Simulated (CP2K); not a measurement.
**CH7NOSi (SMILES CO[SiH2]N): PM3**

What is the energy change on altering one bond length of CH7NOSi at PM3? 

The results are computed with CP2K 2026.2.

6 further runs of the same task are left out: 1 that didn't finish, 5 set aside as unsound or not needed.

## 1. The molecule

CH7NOSi has 11 atoms, charge 0, and is taken as a singlet. As SMILES, `CO[SiH2]N`. The shape is that of a PBE0-D4/def2-TZVP optimisation. This is one conformer, not always the lowest.

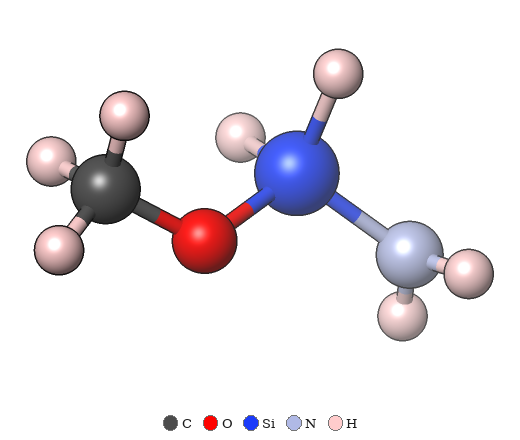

Viewed from a chosen angle; carbon dark grey, oxygen red, silicon blue, nitrogen light blue, hydrogen pink.

## 2. The energy at PM3

Contents of mol.inp:

```
&GLOBAL
    PROJECT mol
    RUN_TYPE ENERGY
    PRINT_LEVEL MEDIUM
&END GLOBAL
&FORCE_EVAL
    METHOD QUICKSTEP
    &DFT
        &QS
            METHOD PM3
            EPS_DEFAULT 1.0E-10
            &SE
                &COULOMB
                    CUTOFF [angstrom] 50
                    RC_RANGE [angstrom] 0
                &END COULOMB
                &EXCHANGE
                    CUTOFF [angstrom] 50
                    RC_RANGE [angstrom] 0
                &END EXCHANGE
            &END SE
        &END QS
        &POISSON
            PERIODIC NONE
            POISSON_SOLVER ANALYTIC
        &END POISSON
        # self-consistent field
        &SCF
            SCF_GUESS ATOMIC
            EPS_SCF 1.0E-07
            MAX_SCF 150
            ADDED_MOS 8
            &DIAGONALIZATION
                ALGORITHM STANDARD
            &END DIAGONALIZATION
            &MIXING
                METHOD DIRECT_P_MIXING
                ALPHA 0.4
            &END MIXING
        &END SCF
        &PRINT
            &MOMENTS
                PERIODIC F
                REFERENCE COM
                MAX_MOMENT 1
            &END MOMENTS
            &MO ON
                ENERGIES T
                OCCUPATION_NUMBERS T
                NDIGITS 6
                &EACH
                    QS_SCF 0
                &END EACH
                ADD_LAST NUMERIC
            &END MO
            &HIRSHFELD OFF
            &END HIRSHFELD
        &END PRINT
    &END DFT
    &SUBSYS
        # vacuum box
        &CELL
            ABC 15.4 17 15.5
            PERIODIC NONE
        &END CELL
        &COORD
            SCALED T
            C    0.44533442   0.61123529   0.54338710
            O    0.44823701   0.54045882   0.49646452
            Si   0.52254870   0.47272941   0.51461935
            N    0.51026948   0.39248235   0.45023226
            H    0.50466558   0.64600000   0.53449032
            H    0.39038636   0.64590000   0.52030323
            H    0.43654221   0.60064118   0.61265161
            H    0.51528247   0.44701176   0.60610323
            H    0.60961364   0.50730000   0.49743226
            H    0.46169156   0.35400000   0.46058065
            H    0.52643182   0.39477059   0.38734839
        &END COORD
    &END SUBSYS
&END FORCE_EVAL
```

On the command line:

```
OMP_NUM_THREADS=1 cp2k.psmp -i mol.inp > mol.out 2>&1
```

What it wrote:

```text
CP2K| version string:                                       CP2K version 2026.2
[...]
 GLOBAL| Method name                                                        CP2K
[...]
 GLOBAL| Run type                                                         ENERGY
[...]
                             - Atoms:                                         11
[...]
                             - Spherical basis functions:                     23
[...]
 Number of electrons:                                                         26
[...]
     1 P_Mix/Diag. 0.40E+00    0.0     0.85313779       -21.5589976475 -2.16E+01
[...]
    20 DIIS/Diag.  0.48E-07    0.0     0.00000010       -27.7924577860 -7.11E-15
  *** SCF run converged in    20 steps ***
  Core-core repulsion energy [eV]:                           1579.10644274756510
  Core Hamiltonian energy [eV]:                             -1175.02685580119010
  Two-electron integral energy [eV]:                        -2320.70164815527778
  Electronic energy [eV]:                                   -2335.37767987882899
  Total energy [eV]:                                         -756.27123713126400
  Atomic reference energy [eV]:                               752.89644660353417
  Heat of formation [kcal/mol]:                               -77.82452455337624
[...]
 SE_DIPOLE| Moment [Debye]         -0.15305018       0.12719970      -0.06682753
 SE_DIPOLE| Derivative [a.u.]       0.00000000       0.00000000       0.00000000
 ENERGY| Total FORCE_EVAL ( QS ) energy [hartree]            -27.792457785973589
[...]
```

Wall time 0.28 s (1 thread of Arm Neoverse V1, shared host).

## 3. The distorted shape, same level

Contents of mol.inp:

```
&GLOBAL
   PROJECT mol
   RUN_TYPE ENERGY
   PRINT_LEVEL MEDIUM
&END GLOBAL

&FORCE_EVAL
   METHOD QS
   &DFT
      CHARGE 0
      MULTIPLICITY 1
      &QS
         METHOD PM3
         EPS_DEFAULT 1.0E-10
         &SE
            &COULOMB
               CUTOFF [angstrom] 50
               RC_RANGE [angstrom] 0
            &END COULOMB
            &EXCHANGE
               CUTOFF [angstrom] 50
               RC_RANGE [angstrom] 0
            &END EXCHANGE
         &END SE
      &END QS
      &POISSON
         PERIODIC NONE
         POISSON_SOLVER ANALYTIC
      &END POISSON
      &SCF
         SCF_GUESS ATOMIC
         EPS_SCF 1.0E-07
         MAX_SCF 150
         ADDED_MOS 8
         &DIAGONALIZATION
            ALGORITHM STANDARD
         &END DIAGONALIZATION
         &MIXING
            METHOD DIRECT_P_MIXING
            ALPHA 0.4
         &END MIXING
      &END SCF
      &PRINT
         &MOMENTS
            PERIODIC F
            REFERENCE COM
            MAX_MOMENT 1
         &END MOMENTS
         &MO ON
            ENERGIES T
            OCCUPATION_NUMBERS T
            NDIGITS 6
            &EACH
               QS_SCF 0
            &END EACH
            ADD_LAST NUMERIC
         &END MO
         &HIRSHFELD OFF
         &END HIRSHFELD
      &END PRINT
   &END DFT
   &SUBSYS
      &CELL
         ABC [angstrom] 15.4 17 16
         PERIODIC NONE
      &END CELL
      &COORD
         SCALED T
         C    0.44533442   0.61123529   0.55726109
         O    0.44823701   0.54045882   0.51180484
         Si   0.52254870   0.47272941   0.52939234
         N    0.51026948   0.39248235   0.46701734
         H    0.50466558   0.64600000   0.54864234
         H    0.39038636   0.64590000   0.53489859
         H    0.43654221   0.60064118   0.62436109
         H    0.51528247   0.44701176   0.61801734
         H    0.60961364   0.50730000   0.51274234
         H    0.46169156   0.35400000   0.47704234
         H    0.53451305   0.39591471   0.37563891
      &END COORD
   &END SUBSYS
&END FORCE_EVAL
```

On the command line:

```
OMP_NUM_THREADS=1 cp2k.psmp -i mol.inp > mol.out 2>&1
```

What it wrote:

```text
CP2K| version string:                                       CP2K version 2026.2
[...]
 GLOBAL| Method name                                                        CP2K
[...]
 GLOBAL| Run type                                                         ENERGY
[...]
                             - Atoms:                                         11
[...]
                             - Spherical basis functions:                     23
[...]
 Number of electrons:                                                         26
[...]
     1 P_Mix/Diag. 0.40E+00    0.0     0.87070428       -21.7010359056 -2.17E+01
[...]
    24 DIIS/Diag.  0.63E-07    0.0     0.00000006       -27.7132792902 -7.11E-15
  *** SCF run converged in    24 steps ***
  Core-core repulsion energy [eV]:                           1558.27296617973616
  Core Hamiltonian energy [eV]:                             -1171.12060021993375
  Two-electron integral energy [eV]:                        -2282.53809330130889
  Electronic energy [eV]:                                   -2312.38964687058842
  Total energy [eV]:                                         -754.11668069085192
  Atomic reference energy [eV]:                               752.89644660353417
  Heat of formation [kcal/mol]:                               -28.13926876617363
[...]
 SE_DIPOLE| Moment [Debye]         -0.07416791       0.03840336      -0.14975666
 SE_DIPOLE| Derivative [a.u.]       0.00000000       0.00000000       0.00000000
 ENERGY| Total FORCE_EVAL ( QS ) energy [hartree]            -27.713279290246589
[...]
```

Wall time 0.28 s (1 thread of Arm Neoverse V1, shared host).

## 4. Outcome

Level: PM3.

```
                                                          quantity           value
                                         first shape: total energy    -27.79246 Eh
                                        first shape: dipole moment          0.21 D
                                          first shape: HOMO energy        -8.95 eV
                                          first shape: LUMO energy         0.90 eV
                                        first shape: HOMO–LUMO gap         9.85 eV
                                    first shape: heat of formation  -77.8 kcal/mol
                                     distorted shape: total energy    -27.71328 Eh
                                    distorted shape: dipole moment          0.17 D
                                      distorted shape: HOMO energy        -9.00 eV
                                      distorted shape: LUMO energy         0.42 eV
                                    distorted shape: HOMO–LUMO gap         9.42 eV
                                distorted shape: heat of formation  -28.1 kcal/mol
energy change with the N4–H11 bond stretched from 1.007 to 1.510 Å        2.155 eV
```

One bond (distorted shape) is far stretched, which a spin-restricted single reference describes badly. With the N4–H11 bond stretched from 1.007 to 1.510 Å the energy rises by 2.15 eV (208 kJ/mol). The first shape isn't relaxed at this level, so the change isn't measured from a minimum. A restricted reference can't describe the breaking bond well at this length.
